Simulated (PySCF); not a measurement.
System: C₅H₁₀OS₂.

```xyz
18

C     2.5653   -0.1852   -0.0939
O     1.1142   -0.4561   -0.0744
C     0.4015   -0.2974    1.0640
C    -0.7398   -1.3067    1.1687
C    -1.5371   -1.4341   -0.0860
S    -2.4996    0.1273   -0.5983
C    -1.1029    1.2849   -0.4853
S    -0.3211    1.4014    1.2125
H     2.5522    0.7933    0.4026
H     3.0165   -0.9285    0.4971
H     2.8436   -0.3300   -1.1365
H     1.0755   -0.5156    1.8957
H    -0.3254   -2.2457    1.4402
H    -1.4667   -1.0318    1.9939
H    -1.0059   -1.7737   -1.0091
H    -2.3880   -2.1747    0.1157
H    -1.5090    2.2958   -0.7089
H    -0.4820    0.7485   -1.0983
```

Geometry: GFN2-xTB, MD frame at 250 fs, 400 K.

Computed with PBE0/pcSseg-1, SCF density, gas phase, non-relativistic in PySCF.

**Predict the electron density and electron localisation function between the atoms.**

C–O (1.48 Å): the density is about 1.7 e/Å³ at the midpoint, with its minimum of 1.5 e/Å³ about 0.6 Å from C; the ELF peaks at about 0.85 between the atoms, as expected for a shared but strongly polarised pair.

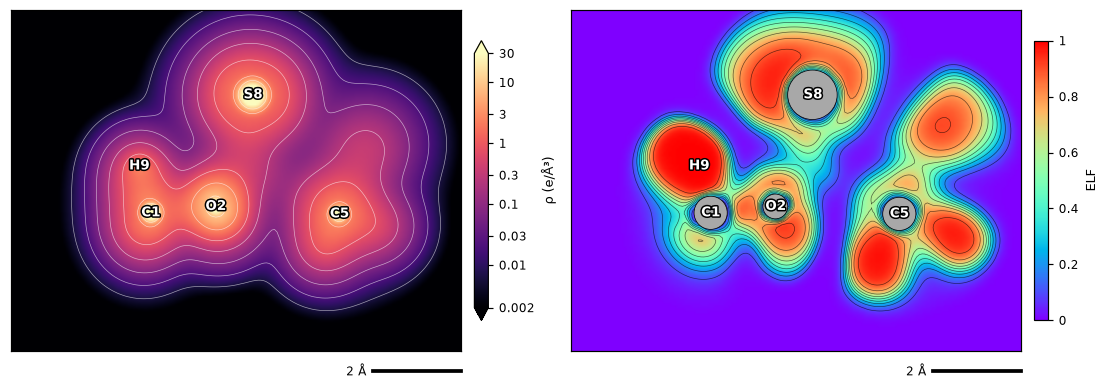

Computed electron density and electron localisation function on the plane of atoms O2, C1 and H9, in this order. Grey discs cover the atomic cores in the ELF map. 
